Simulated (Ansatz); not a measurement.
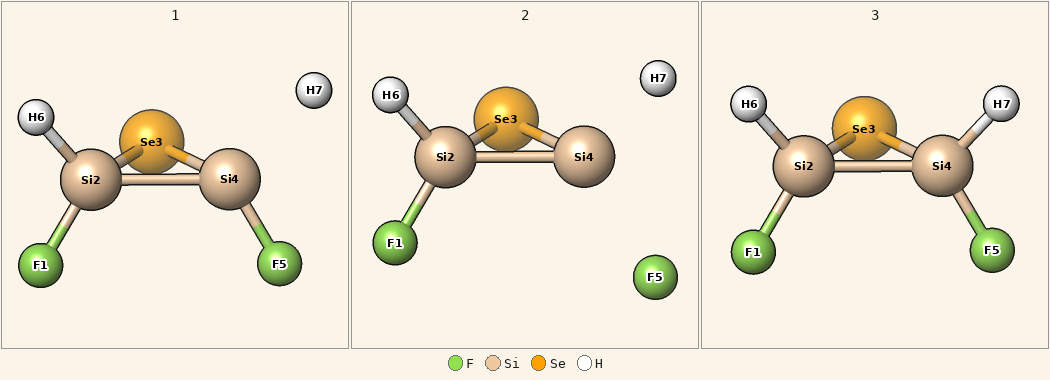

F2H2SeSi2, SMILES F[SiH]1[Se][SiH]1F. First axis: bond length Si4–F5. Second axis: bond length Si4–H7. Nothing is relaxed (all other coordinates rigid). Grid: 9 × 9 points. Points are written as (first, second). All energies are given in eV relative to the lowest grid point. The reference is spin-restricted, which grows unreliable where a bond is stretched far. Computed with RKS PBE-D4/def2-TZVP (Ansatz 0.2.0).

The numbered pictures are structures from this grid.

### Which is the most stable, and how do the others follow?

3, at (1.599 Å, 1.473 Å): 0.00 eV; 1, at (1.599 Å, 2.106 Å): 1.42 eV; 2, at (2.285 Å, 1.853 Å): 2.99 eV.

The map, with the structures marked:

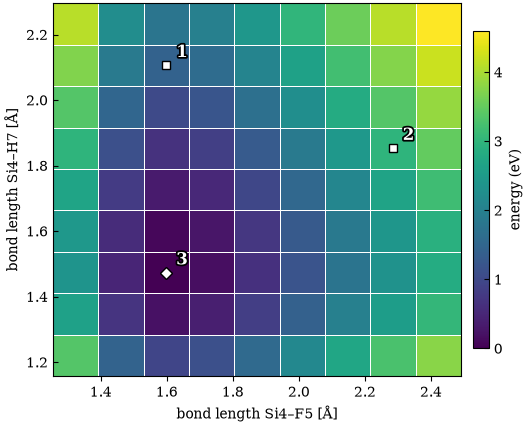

The picture shows one coloured cell a grid point.
